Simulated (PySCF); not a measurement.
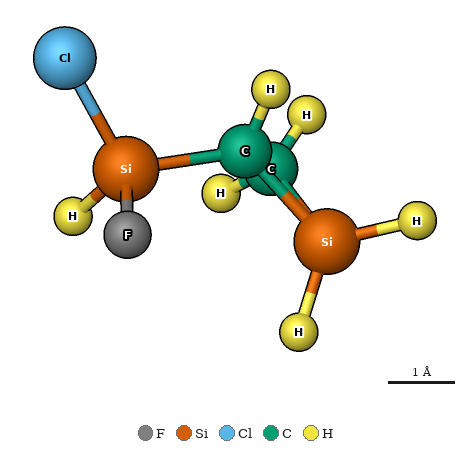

Fig. 1: The input geometry (ball-and-stick view, seen at a tilt). Bond lengths as drawn: Cl–Si 2.02 Å, C–C 1.52 Å, C–H 1.07 to 1.10 Å, C–Si 1.86 to 1.90 Å, F–Si 1.64 Å and H–Si 1.44 to 1.46 Å.

**C2H6ClFSi2: geometry relaxation**

- system: C2H6ClFSi2
- method: PBE0-D3(BJ)/def2-SVP geometry optimisation, gas phase (PySCF 2.14.0)

It belongs to a series of runs on one base structure; here: C replaced by Si.

### What the program printed
```
step   0  E = -1217.88738261  max force = 0.035844
step   1  E = -1217.89223491  max force = 0.012552
step   2  E = -1217.89353206  max force = 0.003397
step   3  E = -1217.89371037  max force = 0.002040
step   4  E = -1217.89384468  max force = 0.002162
step   5  E = -1217.89397966  max force = 0.003637
step   6  E = -1217.89412309  max force = 0.003630
step   7  E = -1217.89432266  max force = 0.001421
step   8  E = -1217.89448076  max force = 0.001947
step   9  E = -1217.89471482  max force = 0.002724
step  10  E = -1217.89479713  max force = 0.001328
step  11  E = -1217.89486679  max force = 0.001713
step  12  E = -1217.89489403  max force = 0.002473
step  13  E = -1217.89497221  max force = 0.002163
step  14  E = -1217.89503244  max force = 0.000690
step  15  E = -1217.89504228  max force = 0.000283
optimisation converged
```

### Trajectory as extended XYZ (Å, eV, eV/Å), 16 frames, from step=0 to step=15
```
12
Properties=species:S:1:pos:R:3:forces:R:3 step=0 energy=-33140.40370
F    -1.3182   -1.8948   -1.3081   -0.1577   0.2581   0.1752
Si   -1.5591   -0.4353   -0.6033    1.8432  -1.1715   0.2986
Cl   -3.3215   -0.5751    0.3733   -0.6095   0.0645   0.4251
C    -0.0777   -0.1243    0.5443   -1.3724  -0.1765  -0.8029
C     0.7013    1.1757    0.3992    0.5770  -0.0469   1.1115
Si    1.7026   -0.3539    0.0368   -0.5896   0.5437   0.4703
H    -1.6552    0.4785   -1.7236   -0.0779   0.6635  -0.3791
H    -0.3080   -0.3695    1.5788   -0.0468  -0.2839   0.3100
H     0.4031    1.8411   -0.3786   -0.2012   0.6299  -1.0155
H     0.8458    1.7348    1.3364    0.1536  -0.1031  -0.1327
H     2.6044   -0.8461    1.0738    0.3181  -0.1666   0.2559
H     2.0223   -0.6594   -1.3379    0.1632  -0.2112  -0.7164
12
Properties=species:S:1:pos:R:3:forces:R:3 step=1 energy=-33140.53573
F    -0.9109   -2.2332   -1.2454    0.0245  -0.0137  -0.0325
Si   -1.3231   -0.7549   -0.7378   -0.2332   0.6443   0.6455
Cl   -3.1937   -0.9083    0.1438    0.0725  -0.1080  -0.2150
C    -0.1821   -0.0752    0.5489    0.0774  -0.2574  -0.1221
C     0.4831    1.3152    0.4132   -0.1002   0.0247  -0.1819
Si    1.6587   -0.1036    0.2032   -0.0082   0.0587  -0.0998
H    -1.4064    0.1687   -1.8957    0.0140  -0.1740  -0.1500
H    -0.4832   -0.3360    1.5724    0.0316  -0.0851  -0.0460
H     0.1948    1.9299   -0.4521    0.0808  -0.1123   0.0036
H     0.5131    1.9133    1.3276    0.0101  -0.0109   0.1024
H     2.5955   -0.5040    1.2749    0.0217   0.0283   0.0722
H     2.0715   -0.4624   -1.1771    0.0090   0.0054   0.0237
12
Properties=species:S:1:pos:R:3:forces:R:3 step=2 energy=-33140.57103
F    -0.9396   -2.1889   -1.2399    0.0501  -0.1344  -0.0313
Si   -1.3523   -0.7160   -0.7150   -0.1747   0.1737   0.1471
Cl   -3.2317   -0.9236    0.1245    0.0794   0.0282  -0.0688
C    -0.1709   -0.0873    0.5441    0.0900  -0.0710  -0.0437
C     0.4924    1.3032    0.4056   -0.0580   0.1172   0.1066
Si    1.6750   -0.1039    0.2055   -0.0424  -0.0520  -0.1321
H    -1.4429    0.1605   -1.9087    0.0110   0.0045  -0.0077
H    -0.4617   -0.3601    1.5665    0.0290  -0.0321   0.0180
H     0.2105    1.9131   -0.4622    0.0361  -0.0560  -0.0178
H     0.5297    1.8953    1.3265   -0.0181   0.0166  -0.0123
H     2.6020   -0.4831    1.2976   -0.0248   0.0163   0.0203
H     2.1066   -0.4596   -1.1686    0.0224  -0.0109   0.0217
12
Properties=species:S:1:pos:R:3:forces:R:3 step=3 energy=-33140.57588
F    -0.9553   -2.1823   -1.2339    0.0070  -0.0395   0.0059
Si   -1.3596   -0.7039   -0.7061   -0.0931   0.0124  -0.0091
Cl   -3.2428   -0.8983    0.1177    0.0314   0.0341  -0.0220
C    -0.1641   -0.0950    0.5452    0.0363  -0.0150  -0.0191
C     0.4969    1.2981    0.4088   -0.0482   0.0626   0.1049
Si    1.6767   -0.1114    0.1928   -0.0301  -0.0062  -0.0190
H    -1.4400    0.1703   -1.9028    0.0140   0.0166   0.0081
H    -0.4453   -0.3747    1.5689    0.0409  -0.0254   0.0058
H     0.2163    1.9043   -0.4608    0.0002  -0.0326  -0.0379
H     0.5284    1.8920    1.3290    0.0202   0.0067  -0.0226
H     2.5929   -0.4833    1.2964    0.0014  -0.0102  -0.0072
H     2.1130   -0.4663   -1.1791    0.0202  -0.0037   0.0120
12
Properties=species:S:1:pos:R:3:forces:R:3 step=4 energy=-33140.57954
F    -0.9988   -2.1782   -1.2267   -0.0462   0.0657   0.0407
Si   -1.3735   -0.6877   -0.6990    0.0508  -0.1112  -0.1110
Cl   -3.2619   -0.8341    0.1099   -0.0240   0.0301   0.0204
C    -0.1543   -0.1106    0.5446   -0.0275   0.0147   0.0103
C     0.5009    1.2870    0.4144   -0.0175  -0.0076   0.0579
Si    1.6820   -0.1216    0.1826   -0.0242   0.0297   0.0277
H    -1.4293    0.1903   -1.8947    0.0167   0.0119   0.0109
H    -0.4205   -0.4032    1.5690    0.0345  -0.0147   0.0024
H     0.2175    1.8855   -0.4594   -0.0075  -0.0036  -0.0227
H     0.5347    1.8833    1.3324    0.0177   0.0097  -0.0132
H     2.5936   -0.4926    1.2904    0.0099  -0.0236  -0.0154
H     2.1269   -0.4685   -1.1874    0.0174  -0.0010  -0.0080
12
Properties=species:S:1:pos:R:3:forces:R:3 step=5 energy=-33140.58321
F    -1.0891   -2.1764   -1.2048   -0.0744   0.1460   0.0610
Si   -1.3908   -0.6613   -0.6932    0.1870  -0.1843  -0.1643
Cl   -3.2892   -0.6926    0.0901   -0.0892   0.0147   0.0594
C    -0.1416   -0.1369    0.5448   -0.1044   0.0351   0.0410
C     0.5076    1.2661    0.4310    0.0233  -0.0888  -0.0274
Si    1.6878   -0.1412    0.1661    0.0090   0.0729   0.0722
H    -1.3883    0.2160   -1.8908    0.0204  -0.0038  -0.0010
H    -0.3852   -0.4528    1.5684    0.0178  -0.0073  -0.0096
H     0.2203    1.8573   -0.4467   -0.0111   0.0368   0.0071
H     0.5445    1.8638    1.3474    0.0114   0.0018   0.0018
H     2.5979   -0.5283    1.2698    0.0127  -0.0294  -0.0184
H     2.1432   -0.4641   -1.2060   -0.0025   0.0062  -0.0219
12
Properties=species:S:1:pos:R:3:forces:R:3 step=6 energy=-33140.58712
F    -1.1561   -2.1798   -1.1807   -0.0451   0.1239   0.0448
Si   -1.3953   -0.6461   -0.6967    0.1867  -0.1392  -0.1176
Cl   -3.3015   -0.5794    0.0638   -0.1052   0.0015   0.0621
C    -0.1383   -0.1533    0.5464   -0.1085   0.0373   0.0373
C     0.5099    1.2518    0.4500    0.0343  -0.1044  -0.0764
Si    1.6881   -0.1522    0.1573    0.0409   0.0705   0.0668
H    -1.3384    0.2191   -1.9017    0.0177  -0.0172  -0.0123
H    -0.3702   -0.4873    1.5670    0.0016  -0.0079  -0.0150
H     0.2215    1.8465   -0.4256   -0.0085   0.0500   0.0284
H     0.5500    1.8450    1.3688    0.0006  -0.0063   0.0145
H     2.6024   -0.5659    1.2478    0.0063  -0.0178  -0.0098
H     2.1450   -0.4489   -1.2206   -0.0208   0.0096  -0.0227
12
Properties=species:S:1:pos:R:3:forces:R:3 step=7 energy=-33140.59255
F    -1.1848   -2.1917   -1.1557   -0.0057  -0.0013   0.0030
Si   -1.3865   -0.6465   -0.7083    0.0688   0.0135   0.0104
Cl   -3.3026   -0.5147    0.0321   -0.0503  -0.0037   0.0129
C    -0.1438   -0.1579    0.5497   -0.0395   0.0261  -0.0010
C     0.5057    1.2472    0.4701    0.0150  -0.0514  -0.0731
Si    1.6835   -0.1495    0.1552    0.0591   0.0231   0.0178
H    -1.2851    0.1969   -1.9257    0.0066  -0.0233  -0.0154
H    -0.3738   -0.5047    1.5660   -0.0089  -0.0150  -0.0105
H     0.2167    1.8568   -0.3958   -0.0014   0.0308   0.0372
H     0.5494    1.8287    1.3961   -0.0107  -0.0140   0.0216
H     2.6077   -0.5948    1.2246   -0.0030   0.0065   0.0070
H     2.1307   -0.4203   -1.2324   -0.0300   0.0085  -0.0100
12
Properties=species:S:1:pos:R:3:forces:R:3 step=8 energy=-33140.59685
F    -1.2087   -2.2100   -1.1233    0.0167  -0.0809  -0.0091
Si   -1.3761   -0.6515   -0.7195   -0.0359   0.1001   0.0721
Cl   -3.3041   -0.4565   -0.0100    0.0133  -0.0014  -0.0257
C    -0.1481   -0.1619    0.5506    0.0294   0.0127  -0.0245
C     0.4991    1.2442    0.4929   -0.0094   0.0084  -0.0418
Si    1.6810   -0.1396    0.1507    0.0465  -0.0191  -0.0138
H    -1.2313    0.1573   -1.9558   -0.0020  -0.0145  -0.0104
H    -0.3766   -0.5241    1.5614   -0.0117  -0.0225  -0.0035
H     0.2073    1.8754   -0.3564   -0.0021   0.0126   0.0275
H     0.5453    1.8059    1.4312   -0.0138  -0.0184   0.0168
H     2.6145   -0.6088    1.2015   -0.0060   0.0190   0.0114
H     2.1147   -0.3810   -1.2473   -0.0250   0.0041   0.0010
12
Properties=species:S:1:pos:R:3:forces:R:3 step=9 energy=-33140.60322
F    -1.2806   -2.2392   -1.0487    0.0260  -0.1259  -0.0127
Si   -1.3629   -0.6551   -0.7343   -0.1400   0.1401   0.0865
Cl   -3.3025   -0.3114   -0.1006    0.0944   0.0200  -0.0652
C    -0.1492   -0.1776    0.5499    0.1046  -0.0038  -0.0183
C     0.4870    1.2326    0.5380   -0.0292   0.0610  -0.0046
Si    1.6797   -0.1227    0.1340    0.0129  -0.0540  -0.0351
H    -1.1295    0.0768   -2.0045   -0.0174  -0.0022  -0.0006
H    -0.3666   -0.5765    1.5491   -0.0163  -0.0286   0.0016
H     0.1844    1.9011   -0.2780   -0.0084  -0.0056   0.0139
H     0.5376    1.7538    1.4995   -0.0109  -0.0214   0.0091
H     2.6305   -0.6277    1.1520   -0.0040   0.0252   0.0136
H     2.0893   -0.3047   -1.2806   -0.0117  -0.0048   0.0116
12
Properties=species:S:1:pos:R:3:forces:R:3 step=10 energy=-33140.60546
F    -1.2902   -2.2428   -1.0417    0.0076  -0.0354   0.0083
Si   -1.3647   -0.6543   -0.7335   -0.0642   0.0562   0.0286
Cl   -3.2999   -0.2874   -0.1120    0.0416   0.0186  -0.0297
C    -0.1454   -0.1819    0.5478    0.0683  -0.0243   0.0082
C     0.4868    1.2296    0.5404   -0.0242   0.0370  -0.0165
Si    1.6824   -0.1239    0.1312   -0.0100  -0.0170  -0.0067
H    -1.1295    0.0719   -2.0064   -0.0004  -0.0066  -0.0065
H    -0.3632   -0.5841    1.5461   -0.0095  -0.0238  -0.0086
H     0.1794    1.9002   -0.2718   -0.0065   0.0034   0.0079
H     0.5360    1.7453    1.5048   -0.0005  -0.0136   0.0078
H     2.6340   -0.6178    1.1537    0.0007   0.0095   0.0051
H     2.0915   -0.3053   -1.2827   -0.0029  -0.0041   0.0023
12
Properties=species:S:1:pos:R:3:forces:R:3 step=11 energy=-33140.60735
F    -1.3250   -2.2484   -1.0163   -0.0281   0.0881   0.0273
Si   -1.3674   -0.6498   -0.7346    0.0746  -0.0771  -0.0703
Cl   -3.2900   -0.2104   -0.1450   -0.0489   0.0181   0.0311
C    -0.1380   -0.1949    0.5439   -0.0038  -0.0422   0.0464
C     0.4845    1.2205    0.5486   -0.0062  -0.0086  -0.0184
Si    1.6868   -0.1269    0.1262   -0.0363   0.0479   0.0145
H    -1.1140    0.0521   -2.0175    0.0253  -0.0159  -0.0091
H    -0.3582   -0.6077    1.5379    0.0011  -0.0111  -0.0151
H     0.1658    1.8987   -0.2524    0.0010   0.0127   0.0049
H     0.5345    1.7208    1.5210    0.0091   0.0060   0.0014
H     2.6434   -0.6031    1.1522    0.0029  -0.0137  -0.0063
H     2.0948   -0.3014   -1.2881    0.0094  -0.0040  -0.0065
12
Properties=species:S:1:pos:R:3:forces:R:3 step=12 energy=-33140.60809
F    -1.3632   -2.2513   -0.9912   -0.0366   0.1272   0.0260
Si   -1.3654   -0.6462   -0.7392    0.1265  -0.1220  -0.0944
Cl   -3.2756   -0.1350   -0.1784   -0.0867   0.0121   0.0552
C    -0.1340   -0.2066    0.5428   -0.0499  -0.0381   0.0512
C     0.4809    1.2123    0.5594    0.0026  -0.0387  -0.0142
Si    1.6876   -0.1283    0.1222   -0.0311   0.0800   0.0263
H    -1.0848    0.0271   -2.0318    0.0335  -0.0203  -0.0096
H    -0.3575   -0.6295    1.5321    0.0086  -0.0038  -0.0183
H     0.1535    1.8988   -0.2307    0.0022   0.0156   0.0011
H     0.5324    1.6994    1.5385    0.0140   0.0136  -0.0039
H     2.6496   -0.5985    1.1459    0.0050  -0.0228  -0.0112
H     2.0935   -0.2927   -1.2937    0.0119  -0.0027  -0.0082
12
Properties=species:S:1:pos:R:3:forces:R:3 step=13 energy=-33140.61022
F    -1.4104   -2.2527   -0.9637   -0.0246   0.0987   0.0128
Si   -1.3586   -0.6443   -0.7485    0.1112  -0.1003  -0.0662
Cl   -3.2544   -0.0529   -0.2166   -0.0854   0.0032   0.0473
C    -0.1316   -0.2205    0.5428   -0.0650  -0.0132   0.0278
C     0.4727    1.2036    0.5743    0.0091  -0.0539  -0.0009
Si    1.6870   -0.1242    0.1200   -0.0057   0.0756   0.0182
H    -1.0393   -0.0101   -2.0519    0.0235  -0.0173  -0.0050
H    -0.3591   -0.6563    1.5253    0.0126   0.0003  -0.0111
H     0.1363    1.9002   -0.2032    0.0022   0.0112  -0.0008
H     0.5272    1.6764    1.5602    0.0085   0.0154  -0.0056
H     2.6566   -0.5967    1.1356    0.0041  -0.0183  -0.0098
H     2.0909   -0.2731   -1.2985    0.0094  -0.0014  -0.0066
12
Properties=species:S:1:pos:R:3:forces:R:3 step=14 energy=-33140.61186
F    -1.4267   -2.2539   -0.9544   -0.0084   0.0139  -0.0015
Si   -1.3523   -0.6471   -0.7545    0.0336  -0.0220  -0.0059
Cl   -3.2471   -0.0333   -0.2285   -0.0219  -0.0020   0.0081
C    -0.1321   -0.2257    0.5437   -0.0355   0.0124  -0.0087
C     0.4655    1.2017    0.5820    0.0036  -0.0334   0.0136
Si    1.6864   -0.1148    0.1200    0.0136   0.0308  -0.0008
H    -1.0136   -0.0319   -2.0622    0.0027  -0.0041   0.0016
H    -0.3595   -0.6681    1.5227    0.0106  -0.0023   0.0006
H     0.1257    1.9025   -0.1904   -0.0003   0.0025  -0.0006
H     0.5211    1.6704    1.5699   -0.0012   0.0079  -0.0024
H     2.6599   -0.5960    1.1278    0.0011  -0.0041  -0.0032
H     2.0900   -0.2544   -1.3001    0.0021   0.0004  -0.0007
12
Properties=species:S:1:pos:R:3:forces:R:3 step=15 energy=-33140.61213
F    -1.4281   -2.2573   -0.9537    0.0010  -0.0134  -0.0029
Si   -1.3493   -0.6512   -0.7563   -0.0029   0.0086   0.0112
Cl   -3.2459   -0.0362   -0.2312    0.0064  -0.0039  -0.0050
C    -0.1318   -0.2274    0.5434   -0.0135   0.0115  -0.0145
C     0.4608    1.2017    0.5851   -0.0028  -0.0110   0.0136
Si    1.6873   -0.1071    0.1199    0.0117   0.0056  -0.0053
H    -1.0068   -0.0397   -2.0647   -0.0029   0.0011   0.0006
H    -0.3570   -0.6730    1.5213    0.0093  -0.0047   0.0032
H     0.1189    1.9034   -0.1857   -0.0007  -0.0004  -0.0007
H     0.5149    1.6695    1.5736   -0.0043   0.0025  -0.0002
H     2.6626   -0.5911    1.1248   -0.0006   0.0015  -0.0002
H     2.0915   -0.2421   -1.3006   -0.0008   0.0026   0.0002
```

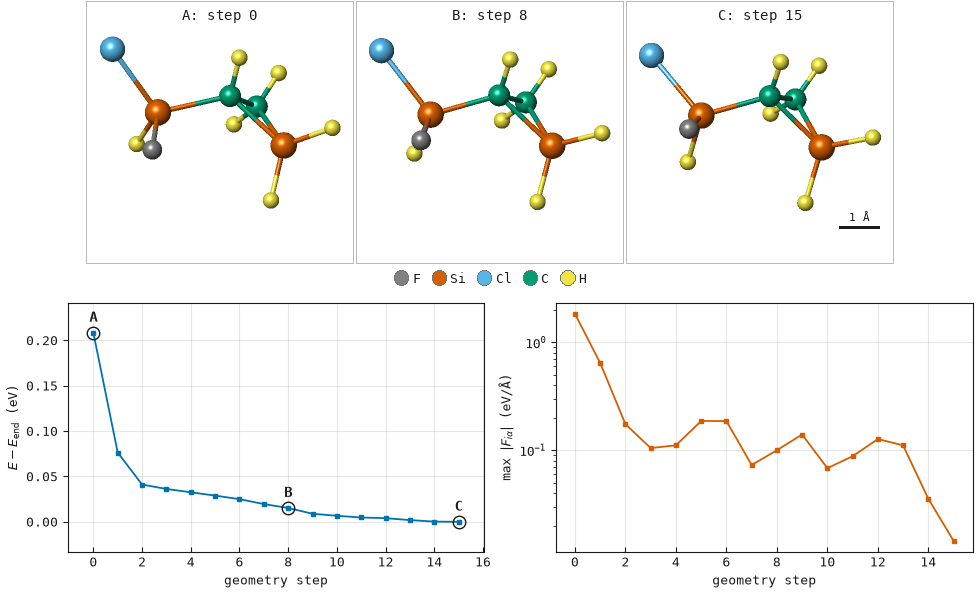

Fig. 2: Frames of the relaxation (ball-and-stick view, seen at a tilt) above the curves, on which the letters mark them (steps are counted from 0).

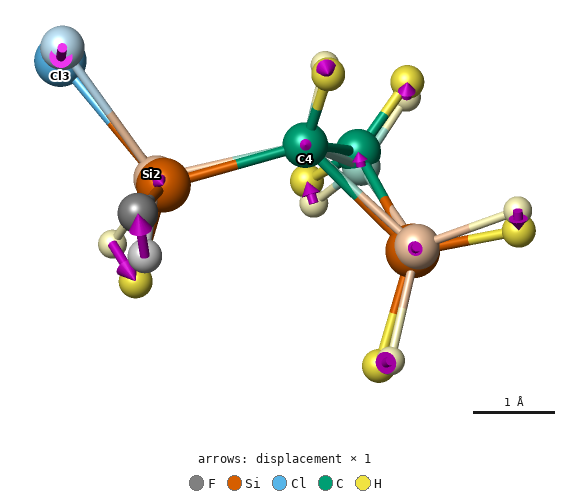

Fig. 3: Start (faint) and end (solid) with the displacements as pink arrows, at true length (ball-and-stick view, seen at a tilt). The two geometries are laid on each other by the best rigid fit. The energy falls by 0.208 eV in 15 geometry steps. Largest force component: 1.8 eV/Å at the start, 0.015 eV/Å at the end. The atom that moves furthest after the best rigid fit is Cl3 (0.77 Å). Largest moves by element: Cl 0.77 Å, H 0.66 Å, F 0.64 Å, C 0.19 Å, Si 0.18 Å. Among the contacts that change: Si2–C4 1.900 → 1.831 Å, Si2–Cl3 2.020 → 2.062 Å, Si6–H12 1.444 → 1.483 Å, Si2–H7 1.449 → 1.484 Å. Among the angles that change: F1–Si2–H7 103.8° → 108.2°, Si2–C4–Si6 124.0° → 120.0°, F1–Si2–C4 106.9° → 110.4°. (Atoms are counted from 1 in the order of the input.)

This output came from the following input.

### Input
```
{"job": {"xc": "PBE0", "basis": "def2-SVP", "d3": "d3bj", "grid": 1, "shake": 0.01, "kind": "geom"}, "charge": 0, "multiplicity": 1}
F     -1.318200    -1.894760    -1.308120
Si    -1.559080    -0.435260    -0.603320
Cl    -3.321450    -0.575140     0.373330
C     -0.077720    -0.124310     0.544290
C      0.701250     1.175670     0.399180
Si     1.702600    -0.353930     0.036810
H     -1.655190     0.478540    -1.723600
H     -0.307950    -0.369480     1.578830
H      0.403070     1.841140    -0.378620
H      0.845750     1.734800     1.336380
H      2.604350    -0.846150     1.073770
H      2.022260    -0.659390    -1.337940
```

The first line tells a small driver script what to run in PySCF; the rest is the geometry in Å.

Command:
```bash
OMP_NUM_THREADS=1 python <driver script> task.json out
```

### Results in brief

- outcome: converged
- total energy: −1217.895042 hartree
- dipole moment: 2.87 D
- point group: C1
- hardware: 1 CPU thread, shared host
- wall time: 1.9 min
- peak memory: 0.53 GiB
